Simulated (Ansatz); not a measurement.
# r2SCAN0/def2-SVP run of C2H5ClSi (SMILES ClC1C[SiH2]1)

What is the electronic atomisation energy of C2H5ClSi at r2SCAN0/def2-SVP? 

Program for the calculation: Ansatz 0.2.0.

84 further runs of the same task are left out: 84 set aside as unsound or not needed.

## 1. The system as given

C2H5ClSi has 9 atoms, charge 0, and is taken as a singlet. SMILES: `ClC1C[SiH2]1`. The coordinates come from a PBE0-D4/def2-TZVP relaxation.

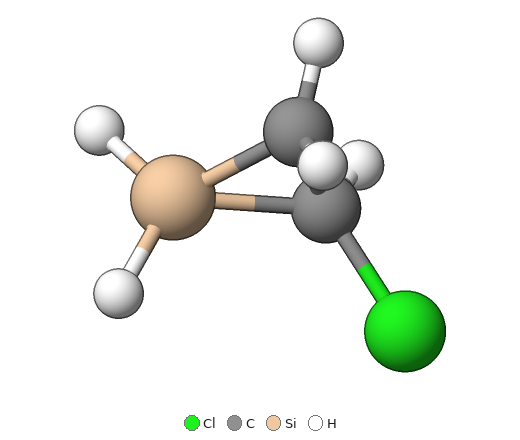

The structure, seen from a chosen angle (chlorine green, carbon grey, silicon light orange, hydrogen white).

## 2. A single-point energy at r2SCAN0/def2-SVP

Contents of input.yaml:

```yaml
crystal:
  periodic: [false, false, false]
  atoms:
    - symbol: Cl
      position_ang: [-0.610200, -0.416600, -2.254300]
    - symbol: C
      position_ang: [-0.442600, 0.373500, -0.689900]
    - symbol: C
      position_ang: [0.930400, 0.305100, -0.014300]
    - symbol: Si
      position_ang: [-0.417500, -0.575100, 0.903900]
    - symbol: H
      position_ang: [-0.899600, 1.356600, -0.714500]
    - symbol: H
      position_ang: [1.659300, -0.322300, -0.518200]
    - symbol: H
      position_ang: [1.345700, 1.248900, 0.324100]
    - symbol: H
      position_ang: [-0.452800, -2.048100, 0.838700]
    - symbol: H
      position_ang: [-1.023900, 0.031800, 2.107300]
basis:
  gaussian:
    orbitals: def2-SVP
hamiltonian:
  xc: {name: r2SCAN0}
accuracy: high
output:
  orbitals: {seedname: orbitals}
```

On the command line:

```
$ ansatz run input.yaml --threads 1 --pin off --max-ram 3480MiB --events-out events.jsonl --progress --plain --runs-dir runs
```

Log:

```text
Warning: RAYON_NUM_THREADS=1 ignored (pool sized by the plan → 1); use --threads N
Functional definition: r2SCAN0
  name "r2SCAN0"
  parameter a = 0.25
  parameter k0 = 0.174
  parameter k1 = 0.065
  parameter a1 = 4.9479
  exchange = (1 - a)*r2scan_x(k0 = k0, k1 = k1, a1 = a1) + a*exact_x
  correlation = r2scan_c
2017 factors; integrals over basis functions are off by at most 4.1e-9 eV
mean field evaluation 1: about -22538.5725 eV, gradient 4.2e1 eV
mean field evaluation 2: about -22534.2298 eV, gradient 5.6e1 eV
mean field evaluation 4: about -22543.0407 eV, gradient 2.5e0 eV
mean field evaluation 8: about -22543.2520 eV, gradient 1.5e-1 eV
mean field evaluation 16: about -22543.2521 eV, gradient 2.7e-5 eV
mean field -22543.25211665 eV, -828.4492349219 hartree, gradient 8.8e-8 eV, S^2 0.000000; 0 other end points of the search recorded, 0 dependent functions left out
reference -22543.25211720 eV, -828.4492349420 hartree; 24, 24 occupied and 65, 65 virtual orbitals, 2017 factors
Total energy: -22543.25211720 eV, -828.4492349420 hartree
```

Run time: 8.7 s. Hardware: 1 thread of Intel Xeon Platinum 8488C (Sapphire Rapids), shared host; peak memory 0.38 GiB.

## 3. The C atom, same level

Contents of run.yaml:

```yaml
crystal:
  periodic: [false, false, false]
  atoms:
    - {symbol: C, position_ang: [0.000000, 0.000000, 0.000000]}
basis:
  gaussian: {orbitals: def2-SVP}
magnetization: {spin_polarized: true, initial_magnetization: 2}
hamiltonian: {xc: {name: r2SCAN0}}
accuracy: high
```

Run the same way, it converges to -37.78832 Eh (log not shown).

## 4. The Cl atom, same level

Contents of run.yaml:

```yaml
crystal:
  periodic: [false, false, false]
  atoms:
    - {symbol: Cl, position_ang: [0.000000, 0.000000, 0.000000]}
basis:
  gaussian:
    orbitals: def2-SVP
magnetization:
  spin_polarized: true
  initial_magnetization: 1
hamiltonian:
  xc: {name: r2SCAN0}
accuracy: high
```

Run the same way, it converges to -459.96005 Eh (log not shown).

## 5. The H atom, same level

Contents of in.yaml:

```yaml
crystal:
  periodic: [false, false, false]
  atoms:
    - {symbol: H, position_ang: [0.000000, 0.000000, 0.000000]}
basis:
  gaussian:
    orbitals: def2-SVP
hamiltonian:
  xc: {name: r2SCAN0}
accuracy: high
magnetization:
  spin_polarized: true
  initial_magnetization: 1
```

Run the same way, it converges to -0.49923 Eh (log not shown).

## 6. The Si atom, same level

Contents of run.yaml:

```yaml
crystal:
  periodic: [false, false, false]
  atoms:
    - {symbol: Si, position_ang: [0.000000, 0.000000, 0.000000]}
basis:
  gaussian:
    orbitals: def2-SVP
magnetization:
  spin_polarized: true
  initial_magnetization: 2
hamiltonian:
  xc: {name: r2SCAN0}
accuracy: high
```

Run the same way, it converges to -289.24344 Eh (log not shown).

## 7. Summary of results

Level: r2SCAN0/def2-SVP.

```
                     quantity          value
       molecule: total energy  -828.44923 Eh
        molecule: HOMO energy       -7.10 eV
        molecule: LUMO energy        0.30 eV
      molecule: HOMO–LUMO gap        7.40 eV
         C atom: total energy   -37.78832 Eh
                 C atom: ⟨S²⟩          2.005
        Cl atom: total energy  -459.96005 Eh
                Cl atom: ⟨S²⟩          0.753
         H atom: total energy    -0.49923 Eh
                 H atom: ⟨S²⟩          0.750
        Si atom: total energy  -289.24344 Eh
                Si atom: ⟨S²⟩          2.006
electronic atomisation energy      31.918 eV
```

What this shows: Taking the molecule apart into free atoms costs 31.92 eV (736 kcal/mol), before zero-point energy and without spin-orbit coupling.
